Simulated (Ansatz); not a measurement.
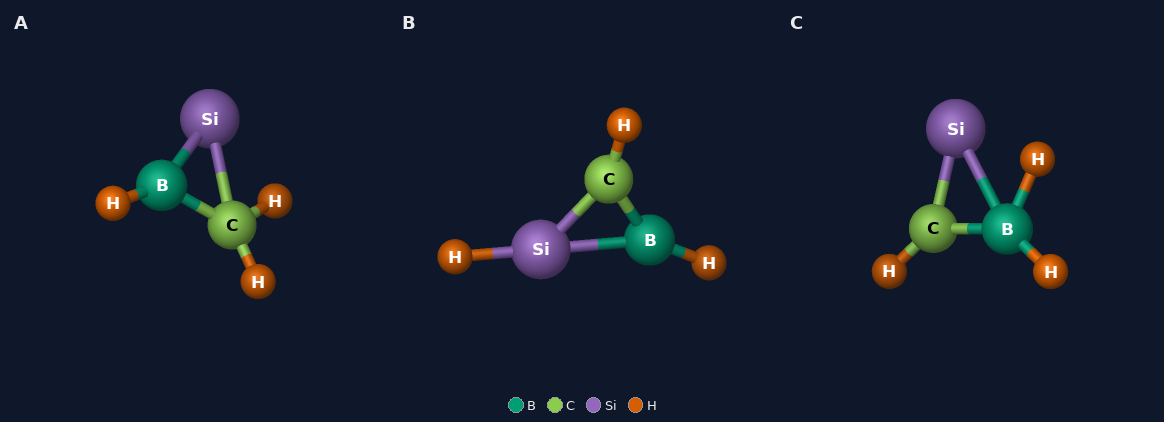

3 stationary structures of one formula. Geometries: PBE0-D4/def2-TZVP. Electronic energies: ωB97M-V/def2-TZVPP (Ansatz 0.2.0), without zero-point energy. No frequency run is at hand to confirm each as a minimum.

Which is lowest in energy, and by how much?

C is lowest (Cs); A lies 25.0 kcal/mol above it (Cs), B lies 25.4 kcal/mol above it (Cs).
